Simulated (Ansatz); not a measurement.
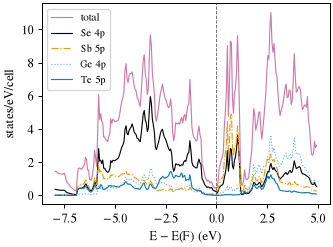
Figure: Total and projected density of states of Ge2Sb2TeSe4 in space group P-3m1 (No. 164; Pearson symbol hP9), r²SCAN+D4 in the plane-wave PAW code Ansatz

Task: Which orbitals carry the states next to the Fermi level?

Result: Within 0.5 eV of the Fermi level: Sb 5p 40 %, Se 4p 34 %, Ge 4p 8 %, Ge 4s 5 %. Projections are on Löwdin-orthogonalised atomic valence shells; empty p or d shells of many metals are not among them.

Task: Where is the tallest occupied peak in this window, and what makes it?

Result: Near -3.2 eV, about 9.7 states/eV per cell; the largest projected share is Se 4p.

The start of the workflow was typed in or built on a structure type; neither database checked (COD, Materials Project) lists it. Whether it is the stable phase at ambient conditions was not checked. The cell was relaxed with r²SCAN+D4 under the symmetry of its start; whether a distortion lowers the energy is not shown. A small band overlap can be real or an error of a semilocal functional. Scalar-relativistic: spin–orbit coupling is off unless named, which matters more the heavier the elements.

Potentials: the later of the program's two PAW sets.
